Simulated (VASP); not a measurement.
Shape and ions are relaxed at each volume.

Energy against volume of TiO$_{2}$ (anatase). All values below come from vdW-DF-cx, VASP's PBE PAW potentials (set 64) (plane waves; VASP 6.6.1).

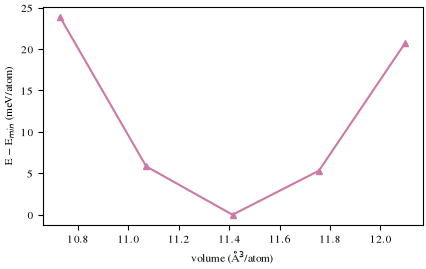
Figure: Energy against volume

Task: Estimate the equilibrium volume and the bulk modulus.

Result: The minimum lies near 11.4 Å³/atom, and the curvature gives B0 of about 170 GPa.

The compound is TiO2 in the anatase structure, one of several forms; rutile is the usual stable one. It was relaxed first.
